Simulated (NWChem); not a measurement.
**SiH3O2 (SMILES O[SiH]O): UBOP/DGauss-DZVP**

What is the vertical ionisation energy of SiH3O2 at UBOP/DGauss-DZVP? 

Program for the calculation: NWChem 7.3.0.

2 further runs of the same task are left out: 2 that didn't finish.

## Step 1: The molecule

The species is SiH3O2 (6 atoms), meant as a doublet with charge 0. SMILES: `O[SiH]O`. The coordinates come from a PBE0-D4/def2-TZVP relaxation. This is one conformer, not always the lowest.

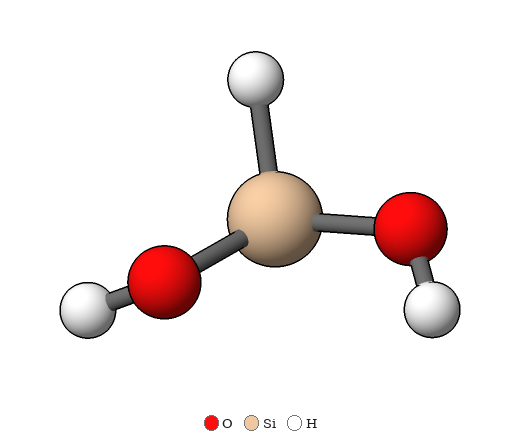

Viewed from a chosen angle; oxygen red, silicon light orange, hydrogen white.

## Step 2: Energy and one-electron properties at UBOP/DGauss-DZVP

File run.nw:

```
start run
title "H3O2Si"
memory stack 880 mb heap 220 mb global 1100 mb

geometry units bohr noautoz
  O  -2.24159313 -0.83790456 -0.38266954
  Si  0.67822271  0.15741419 -0.86379381
  O   2.02389668  0.48188016  1.91032414
  H  -3.07137187 -1.66106926 -1.76632701
  H   0.74417415  2.75767733 -1.97249613
  H   1.86648249 -0.89799785  3.07496235
end

basis spherical
  O library "dzvp (dft orbital)"
  Si library "dzvp (dft orbital)"
  H library "dzvp (dft orbital)"
end

dft
  xc bop
  mult 2
  grid coarse
  convergence energy 1e-05
  direct
  maxiter 100
  mulliken
  print low
end

property
  dipole
  mulliken
  electrondensity
end

task dft property
```

Command:

```bash
nwchem run.nw > run.out
```

The log of the run:

```text
[...]
 d= 0,ls=0.0,diis     1   -441.6123815198 -5.53D+02  1.62D-02  2.10D-01     1.1
[...]
 d= 0,ls=0.0,diis    10   -441.7032653911 -1.91D-08  6.02D-07  6.42D-10     7.3
[...]
         Total DFT energy =     -441.703265391120
      One electron energy =     -832.101791025160
           Coulomb energy =      317.923921159136
    Exchange-Corr. energy =      -39.134393214965
 Nuclear repulsion energy =      111.608997689868
[...]
      Total Density - Mulliken Population Analysis
     ---------------------------------------------
    Atom       Charge   Shell Charges
 -----------   ------   -------------------------------------------------------
    1 O    8     8.68   2.00  0.93  0.88  3.56  1.30  0.02
    2 Si  14    13.47   2.00  2.00  0.86  0.44  5.99  1.72  0.19  0.28
    3 O    8     8.66   2.00  0.93  0.87  3.57  1.28  0.02
    4 H    1     0.57   0.51  0.06
    5 H    1     1.04   0.57  0.48
    6 H    1     0.57   0.51  0.06
[...]
      <S2> =      0.7510 (Exact =     0.7500)
[...]
   Dipole moment        2.0341477227 Debye(s)
             DMX       -0.1759530936 DMXEFC        0.0000000000
             DMY        1.3921835767 DMYEFC        0.0000000000
             DMZ       -1.4726243090 DMZEFC        0.0000000000
   -EFC- dipole         0.0000000000 DEBYE(S)
   Total dipole         2.0341477227 DEBYE(S)
[...]
```

Run time: 8.1 s. Hardware: 1 thread of Intel Xeon 6975P-C (Granite Rapids), shared host; peak memory 0.11 GiB.

Atomic charges (e):

| atom | Mulliken | Löwdin |
| --- | --- | --- |
| O1 | -0.680 | -0.580 |
| Si2 | +0.527 | +0.530 |
| O3 | -0.663 | -0.550 |
| H4 | +0.429 | +0.330 |
| H5 | -0.045 | -0.060 |
| H6 | +0.431 | +0.330 |

## Step 3: The singlet cation

File nw.nw:

```
START nw
TITLE "H3O2Si"
memory stack 880 mb heap 220 mb global 1100 mb
charge 1

GEOMETRY units angstroms noautosym nocenter noautoz
  O       -1.186200      -0.443400      -0.202500
  Si       0.358900       0.083300      -0.457100
  O        1.071000       0.255000       1.010900
  H       -1.625300      -0.879000      -0.934700
  H        0.393800       1.459300      -1.043800
  H        0.987700      -0.475200       1.627200
END

BASIS spherical
  * library "dzvp (dft orbital)"
END

DFT
  xc bop
  grid coarse
  convergence energy 1e-05
  direct
  iterations 150
  mulliken
  print low
END

PROPERTY
  dipole
  mulliken
  electrondensity
END

TASK dft property
```

Command:

```bash
nwchem nw.nw > nw.out
```

The log of the run:

```text
[...]
 d= 0,ls=0.0,diis     1   -441.1269368267 -5.53D+02  6.43D-02  2.81D+00     0.6
[...]
 d= 0,ls=0.0,diis    11   -441.4189844905 -9.17D-08  3.35D-06  6.53D-08     5.6
         Total DFT energy =     -441.418984490467
      One electron energy =     -823.071569277114
           Coulomb energy =      308.843672586425
    Exchange-Corr. energy =      -38.800093519144
 Nuclear repulsion energy =      111.609005719365
[...]
      Total Density - Mulliken Population Analysis
     ---------------------------------------------
    Atom       Charge   Shell Charges
 -----------   ------   -------------------------------------------------------
    1 O    8     8.55   2.00  0.94  0.88  3.53  1.18  0.02
    2 Si  14    13.04   2.00  2.00  0.94  0.21  5.99  1.60  0.02  0.28
    3 O    8     8.53   2.00  0.94  0.87  3.53  1.16  0.02
    4 H    1     0.52   0.49  0.02
    5 H    1     0.86   0.52  0.34
    6 H    1     0.51   0.49  0.02
[...]
   Dipole moment        3.5011767633 Debye(s)
             DMX        0.4004204301 DMXEFC        0.0000000000
             DMY       -1.8761297405 DMYEFC        0.0000000000
             DMZ       -2.9288290159 DMZEFC        0.0000000000
   -EFC- dipole         0.0000000000 DEBYE(S)
   Total dipole         3.5011767633 DEBYE(S)
[...]
```

Run time: 6.3 s. Hardware: 1 thread of Intel Xeon 6975P-C (Granite Rapids), shared host; peak memory 0.11 GiB.

Atomic charges (e):

```csv
atom,Mulliken,Löwdin
O1,-0.547,-0.430
Si2,+0.960,+1.010
O3,-0.526,-0.410
H4,+0.484,+0.370
H5,+0.140,+0.090
H6,+0.489,+0.370
```

## Step 4: Outcome

At UBOP/DGauss-DZVP:

| quantity | value |
| --- | --- |
| doublet SiH3O2: total energy | -441.70327 Eh |
| doublet SiH3O2: dipole moment | 2.03 D |
| doublet SiH3O2: ⟨S²⟩ | 0.751 |
| singlet cation: total energy | -441.41898 Eh |
| vertical ionisation energy (to the singlet cation) | 7.736 eV |

What this shows: The vertical ionisation energy comes to 7.74 eV (178 kcal/mol). Only the singlet of the ionised species was computed; a triplet could lie lower. Mulliken charges (doublet SiH3O2) run from -0.68 on O1 to +0.53 on Si2.
